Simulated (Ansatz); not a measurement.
```xyz
14

C    -1.0018    0.3303   -0.7130
C    -2.2618   -0.1157   -0.5938
C    -2.2932   -1.6294   -0.5671
C    -0.8144   -2.0335   -0.5651
C     0.0597   -1.5771    0.5715
C     0.0136   -0.7627   -0.7047
Cl   -0.5133    1.9966   -0.8102
H    -3.1461    0.5172   -0.5071
H    -2.8149   -2.0313   -1.4552
H    -2.8355   -2.0201    0.3133
H    -0.5231   -2.9413   -1.0997
H     0.9672   -2.1582    0.7601
H    -0.4041   -1.1508    1.4671
H     0.8991   -0.6824   -1.3410
```

Geometry: B3LYP/def2-SVP.

All numbers below come from isolated molecule in a Gaussian basis; Kohn-Sham density functional theory, functional PBE0 (Ansatz 0.2.0).

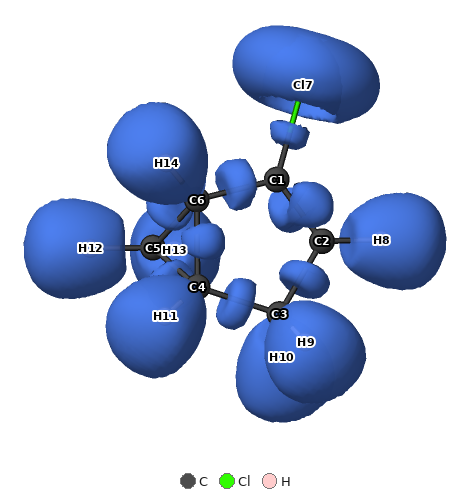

C6H7Cl. Isosurface of the ELF at 0.8 (blue), seen across its widest extent. Core shells and regions of very low density are left out.

What do the ELF domains correspond to?

The surface consists of seven regions between bonded C–C atoms (shared pairs), one region between bonded C–Cl atoms (shared pairs), seven regions around hydrogen nuclei and one ring or bowl of non-bonding electrons around Cl. Profiles from the grid: C–C (1.34 Å): the ELF peaks at about 0.95 between the atoms (a multiple bond). C–Cl (1.74 Å): the ELF peaks at about 0.90 between the atoms; localised, covalent bonding.
